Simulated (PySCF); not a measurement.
**UB3LYP/STO-3G run of CH2N (SMILES C=[N])**

What is the vertical doublet–quartet gap of CH2N at UB3LYP/STO-3G? Input form: a Python script.

Program for the calculation: PySCF 2.14.0.

12 further runs of the same task are left out: 3 that didn't finish, 9 set aside as unsound or not needed.

## (1) The structure to begin with

The species is CH2N (4 atoms), meant as a doublet with charge 0. As SMILES, `C=[N]`. Geometry: relaxed at PBE0-D4/def2-TZVP.

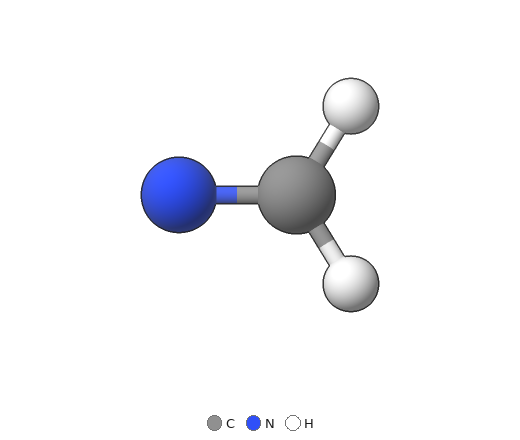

The structure, seen from a chosen angle (carbon grey, nitrogen blue, hydrogen white).

## (2) The energy at UB3LYP/STO-3G

The input, job.py:

```python
from pyscf import gto, dft

mol = gto.Mole()
mol.atom = 'C -0.013600 -0.011010 -0.014470; N 0.727340 0.588370 0.773760; H -0.870960 0.487800 -0.486820; H 0.157230 -1.065160 -0.272460'
mol.max_memory = 1860
mol.verbose = 4
mol.basis = 'sto-3g'
mol.spin = 1
mol.build()

mf = dft.UKS(mol, xc='b3lyp')
mf.grids.level = 5
mf.conv_tol = 1e-10
mf.kernel()
if not mf.converged:
    mf = mf.newton().run(mf.mo_coeff, mf.mo_occ)

energy = mf.e_tot
print('E = %.10f Eh' % energy)
```

Started as:

```sh
$ OMP_NUM_THREADS=1 python job.py
```

Standard output:

```text
PySCF version 2.14.0

[INPUT] num. atoms = 4
[INPUT] num. electrons = 15
[INPUT] charge = 0
[INPUT] spin (= nelec alpha-beta = 2S) = 1
[INPUT] symmetry False subgroup None
[INPUT] Mole.unit = angstrom
[INPUT] Symbol           X                Y                Z      unit          X                Y                Z       unit  Magmom
[INPUT]  1 C     -0.013600000000  -0.011010000000  -0.014470000000 AA   -0.025700275294  -0.020805884631  -0.027344337022 Bohr   0.0
[INPUT]  2 N      0.727340000000   0.588370000000   0.773760000000 AA    1.374473399441   1.111858159910   1.462194486143 Bohr   0.0
[INPUT]  3 H     -0.870960000000   0.487800000000  -0.486820000000 AA   -1.645875865451   0.921808403563  -0.919956471961 Bohr   0.0
[INPUT]  4 H      0.157230000000  -1.065160000000  -0.272460000000 AA    0.297121638565  -2.012860678842  -0.514874779899 Bohr   0.0

[... 82 lines left out ...]
converged SCF energy = -92.7631169723789  <S^2> = 0.76213849  2S+1 = 2.0121019
E = -92.7631169724 Eh
```

It took 1.9 s on 1 thread of AMD EPYC 9R45 (Zen 5), shared host; peak memory 0.18 GiB.

## (3) The quartet at the same level

The input, job.py:

```python
from pyscf import gto, dft

molecule = gto.M(
    atom='C -0.013600 -0.011010 -0.014470; N 0.727340 0.588370 0.773760; H -0.870960 0.487800 -0.486820; H 0.157230 -1.065160 -0.272460',
    basis='sto-3g',
    charge=0,
    spin=3,
    max_memory=1860,
    verbose=4,
)

myscf = dft.UKS(molecule)
myscf.xc = 'b3lyp'
myscf.grids.level = 5
myscf.conv_tol = 1e-10
myscf.kernel()
if not myscf.converged:
    myscf = myscf.newton().run(myscf.mo_coeff, myscf.mo_occ)

etot = myscf.e_tot
print('E = %.10f Eh' % etot)
```

Started as:

```sh
$ OMP_NUM_THREADS=1 python job.py
```

Standard output:

```text
PySCF version 2.14.0

[INPUT] num. atoms = 4
[INPUT] num. electrons = 15
[INPUT] charge = 0
[INPUT] spin (= nelec alpha-beta = 2S) = 3
[INPUT] symmetry False subgroup None
[INPUT] Mole.unit = angstrom
[INPUT] Symbol           X                Y                Z      unit          X                Y                Z       unit  Magmom
[INPUT]  1 C     -0.013600000000  -0.011010000000  -0.014470000000 AA   -0.025700275294  -0.020805884631  -0.027344337022 Bohr   0.0
[INPUT]  2 N      0.727340000000   0.588370000000   0.773760000000 AA    1.374473399441   1.111858159910   1.462194486143 Bohr   0.0
[INPUT]  3 H     -0.870960000000   0.487800000000  -0.486820000000 AA   -1.645875865451   0.921808403563  -0.919956471961 Bohr   0.0
[INPUT]  4 H      0.157230000000  -1.065160000000  -0.272460000000 AA    0.297121638565  -2.012860678842  -0.514874779899 Bohr   0.0

[... 41 lines left out ...]
[... the frontier-level lines of each cycle are left out ...]
[... 5 lines left out ...]
[... 5 lines left out ...]
[... 5 lines left out ...]
[... 5 lines left out ...]
[... 5 lines left out ...]

cycle= 6 E= -92.5443596833628  delta_E= -6.55e-07  |g|= 9.32e-05  |ddm|= 0.00205


cycle= 7 E= -92.5443596951616  delta_E= -1.18e-08  |g|= 5.61e-06  |ddm|= 0.000269


cycle= 8 E= -92.5443596951961  delta_E= -3.45e-11  |g|= 6.84e-07  |ddm|= 1.57e-05


Extra cycle  E= -92.5443596951966  delta_E= -5.12e-13  |g|= 1.97e-07  |ddm|= 1.99e-06
converged SCF energy = -92.5443596951966  <S^2> = 3.7527384  2S+1 = 4.0013689
E = -92.5443596952 Eh
```

It took 1.7 s on 1 thread of AMD EPYC 9R45 (Zen 5), shared host; peak memory 0.18 GiB.

## (4) Summary of results

Level: UB3LYP/STO-3G.

| quantity | value |
| --- | --- |
| doublet: total energy | -92.76312 Eh |
| doublet: dipole moment | 1.82 D |
| doublet: HOMO energy (highest over α and β) | -5.33 eV |
| doublet: LUMO energy (lowest over α and β) | 0.19 eV |
| doublet: ⟨S²⟩ | 0.762 |
| quartet: total energy | -92.54436 Eh |
| quartet: dipole moment | 1.72 D |
| quartet: HOMO energy (highest over α and β) | -1.55 eV |
| quartet: ⟨S²⟩ | 3.753 |
| vertical energy of the quartet above the doublet | 5.953 eV |

In words: At this shape the quartet lies 5.95 eV (574 kJ/mol) above the doublet. In a minimal basis such a difference can be off by several eV, whatever the method. Mulliken charges (doublet) run from -0.12 on N2 to +0.11 on H3; they depend strongly on the basis.
